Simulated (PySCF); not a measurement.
# C2H9BOSi (SMILES BOC[SiH2]C) at 6 levels

Aim: a comparison of 6 runs (HF/def2-SVP, B3LYP/6-31G*, BP86/6-31G**, PBE0/def2-SVP, PBE/def2-SVPD) of C2H9BOSi. The job is set up through a Python script.

Program for the calculation: PySCF 2.14.0.

**1. Starting point**

The species is C2H9BOSi (14 atoms), meant as a singlet with charge 0. SMILES: `BOC[SiH2]C`. The coordinates come from a PBE0-D4/def2-TZVP relaxation. This is one conformer, not always the lowest.

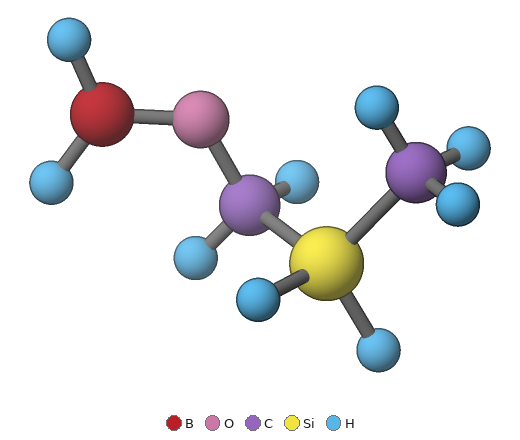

Viewed from a chosen angle; boron red, oxygen pink, carbon purple, silicon yellow, hydrogen blue.

**2. Energy and forces at HF/def2-SVP (run 1)**

File run.py:

```python
# BOC[SiH2]C
import pyscf.grad
from pyscf import gto, scf

mol = gto.M(
    atom='''
B       -0.031700       1.791400       1.857800
O       -0.581300       0.912400       1.009400
C       -0.212700      -0.465900       0.993900
Si       0.650200      -0.885400      -0.639600
C       -0.436000      -0.448600      -2.092000
H        0.783000       1.427100       2.664800
H       -0.394400       2.928100       1.765400
H        0.432400      -0.699200       1.849000
H       -1.128200      -1.056900       1.100000
H        0.963500      -2.342500      -0.614800
H        1.929700      -0.125100      -0.692100
H       -1.356300      -1.037300      -2.082000
H        0.077100      -0.635800      -3.037700
H       -0.708300       0.608500      -2.053000
''',
    basis='def2-svp',
    spin=0,
    charge=0,
    max_memory=1860,
    verbose=4,
)

calc0 = scf.RHF(mol)
calc0.conv_tol = 1e-10
calc0.kernel()
if not calc0.converged:
    calc0 = calc0.newton().run(calc0.mo_coeff, calc0.mo_occ)

energy = calc0.e_tot
print(f'total energy: {energy:.8f} hartree')
grad = calc0.Gradients().kernel()
calc0.analyze()
```

Launch:

```bash
OMP_NUM_THREADS=1 python run.py
```

What it wrote:

```text
PySCF version 2.14.0

[... 98 lines left out ...]
MO #9   energy= -4.23046460489018  occ= 2
[... 21 lines left out ...]
MO #31  energy= 0.246770390063309  occ= 0
[... 21 lines left out ...]
MO #53  energy= 0.797388416714899  occ= 0
[... 21 lines left out ...]
MO #75  energy= 1.52165545359658   occ= 0
[... 21 lines left out ...]
MO #97  energy= 2.27794625029919   occ= 0
[... 21 lines left out ...]
MO #119 energy= 3.85502949005354   occ= 0
[... 136 lines left out ...]
Dipole moment(X, Y, Z, Debye):  0.00766, -1.34941, -0.22323
```

It took 41 s on 1 thread of Intel Xeon at 2.50GHz (Skylake/Cascade Lake), shared host; peak memory 0.31 GiB.

**3. Energy and gradient at B3LYP/6-31G(d) (spherical functions) (run 2)**

File input.py:

```python
from pyscf import gto, dft

mol = gto.M(
    atom='''
B       -0.031700       1.791400       1.857800
O       -0.581300       0.912400       1.009400
C       -0.212700      -0.465900       0.993900
Si       0.650200      -0.885400      -0.639600
C       -0.436000      -0.448600      -2.092000
H        0.783000       1.427100       2.664800
H       -0.394400       2.928100       1.765400
H        0.432400      -0.699200       1.849000
H       -1.128200      -1.056900       1.100000
H        0.963500      -2.342500      -0.614800
H        1.929700      -0.125100      -0.692100
H       -1.356300      -1.037300      -2.082000
H        0.077100      -0.635800      -3.037700
H       -0.708300       0.608500      -2.053000
''',
    charge=0,
    max_memory=1860,
    verbose=4,
    spin=0,
    basis='6-31g*',
)

mf = dft.RKS(mol, xc='b3lyp')
mf.grids.level = 5
mf.conv_tol = 1e-10
mf.kernel()
if not mf.converged:
    mf = mf.newton().run(mf.mo_coeff, mf.mo_occ)

e_final = mf.e_tot
print('E(%s) = %.9f' % ('B3LYP', e_final))
grad = mf.nuc_grad_method().kernel()
dip = mf.dip_moment()
pop, q = mf.mulliken_pop()
```

Launch:

```bash
OMP_NUM_THREADS=1 python input.py
```

What it wrote:

```text
PySCF version 2.14.0

[... 84 lines left out ...]
converged SCF energy = -471.224846851047
[... 13 lines left out ...]
Dipole moment(X, Y, Z, Debye): -0.27029, -1.43301, -0.54243
[... 107 lines left out ...]
charge of   13H =      0.18553
```

It took 97 s on 1 thread of Intel Xeon at 2.50GHz (Skylake/Cascade Lake), shared host; peak memory 0.94 GiB.

Runs 3 to 5 aren't shown in full; the table further down has their settings and results.

**4. Energy and forces at PBE/def2-SVPD (run 6)**

File calc.py:

```python
import pyscf.grad
from pyscf import gto, dft

molecule = gto.M(
    atom='''
B   -0.031700   1.791400   1.857800
O   -0.581300   0.912400   1.009400
C   -0.212700  -0.465900   0.993900
Si   0.650200  -0.885400  -0.639600
C   -0.436000  -0.448600  -2.092000
H    0.783000   1.427100   2.664800
H   -0.394400   2.928100   1.765400
H    0.432400  -0.699200   1.849000
H   -1.128200  -1.056900   1.100000
H    0.963500  -2.342500  -0.614800
H    1.929700  -0.125100  -0.692100
H   -1.356300  -1.037300  -2.082000
H    0.077100  -0.635800  -3.037700
H   -0.708300   0.608500  -2.053000
''',
    charge=0,
    basis='def2-svpd',
    spin=0,
    max_memory=1860,
    verbose=3,
)

calc0 = dft.RKS(molecule, xc='pbe')
calc0.conv_tol = 1e-10
calc0.grids.level = 5
calc0.kernel()
if not calc0.converged:
    calc0 = calc0.newton().run(calc0.mo_coeff, calc0.mo_occ)

e_tot = calc0.e_tot
print(f'total energy: {e_tot:.8f} hartree')
grad = calc0.Gradients().kernel()
calc0.analyze()
```

Launch:

```bash
OMP_NUM_THREADS=1 python calc.py
```

What it wrote:

```text
converged SCF energy = -470.603987958029
[... 38 lines left out ...]
MO #29  energy= 0.0257405464250318 occ= 0
[... 29 lines left out ...]
MO #59  energy= 0.286503510513379  occ= 0
[... 29 lines left out ...]
MO #89  energy= 0.506334644336183  occ= 0
[... 29 lines left out ...]
MO #119 energy= 0.994126878839812  occ= 0
[... 29 lines left out ...]
MO #149 energy= 1.86943901615469   occ= 0
[... 29 lines left out ...]
MO #179 energy= 3.42999863229865   occ= 0
[... 15 lines left out ...]
Dipole moment(X, Y, Z, Debye): -0.26160, -1.38630, -0.56521
```

Run time: 4 min. Hardware: 1 thread of Intel Xeon at 2.50GHz (Skylake/Cascade Lake), shared host; peak memory 2.5 GiB.

**5. Overview of the runs**

| run | level | integration grid | Cartesian functions | energy (Eh) | dipole moment (D) | HOMO energy (eV) | LUMO energy (eV) | wall time |
| --- | --- | --- | --- | --- | --- | --- | --- | --- |
| 1 | HF/def2-SVP | – | no | -469.259779 | 1.37 | -11.55 | 3.46 | 41 s |
| 2 | B3LYP/6-31G* (spherical functions) | 5 | no | -471.224847 | 1.56 | -7.88 | 0.00 | 97 s |
| 3 | B3LYP/6-31G* (Cartesian functions) | 5 | yes | -471.229603 | 1.55 | -7.88 | 0.00 | 95 s |
| 4 | BP86/6-31G** (spherical functions) | 5 | no | -471.220266 | 1.64 | -6.89 | -0.94 | 2.2 min |
| 5 | PBE0/def2-SVP | 5 | no | -470.649512 | 1.55 | -8.31 | -0.16 | 1.9 min |
| 6 | PBE/def2-SVPD | 5 | no | -470.603988 | 1.52 | -7.05 | -1.42 | 4 min |

**6. Results**

```
                       quantity          value
            run 6: total energy  -470.60399 Eh
           run 6: dipole moment         1.52 D
             run 6: HOMO energy       -7.05 eV
             run 6: LUMO energy       -1.42 eV
           run 6: HOMO–LUMO gap        5.63 eV
run 6: largest force on an atom     0.508 eV/Å
```

In words: The dipole moment (its size) runs from 1.37 D (HF/def2-SVP) to 1.64 D (BP86/6-31G**). The two ends differ in method and basis. The HOMO–LUMO gap runs from 5.63 eV (PBE/def2-SVPD) to 15.00 eV (HF/def2-SVP). Totals of different functionals can't be ranked against each other. All runs together took 12 min, the longest 4 min.
